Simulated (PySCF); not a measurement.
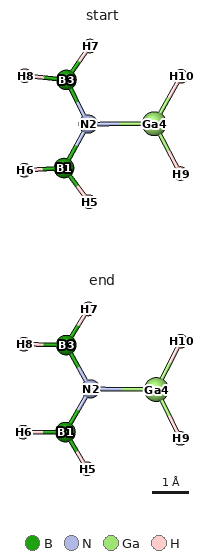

The structure of GaB2NH6 before (top) and after (bottom) a relaxation, at one scale.

Style: ball-and-stick. Shown face on.

The start comes from GFN2-xTB. Its atoms were then displaced at random by about 0.01 Å.

Level of theory: PBE0-D3(BJ)/def2-SVP geometry optimisation, gas phase in PySCF. 

### What changed between the two?

The largest move after the best rigid fit is that of H8, 0.11 Å. By element the largest moves are H 0.11 Å, Ga 0.07 Å, N 0.07 Å, B 0.06 Å. Near-neighbour distances that change, for instance: B1–H6 1.135 → 1.210 Å, Ga4–H9 1.607 → 1.562 Å, B3–H7 1.180 → 1.213 Å, N2–B3 1.407 → 1.429 Å. Among the angles between lasting bonds that change: N2–B1–H5 114.9° → 119.7°, H9–Ga4–H10 123.3° → 127.6°, B1–N2–B3 125.2° → 121.2°. The energy falls by 0.156 eV in 6 geometry steps.
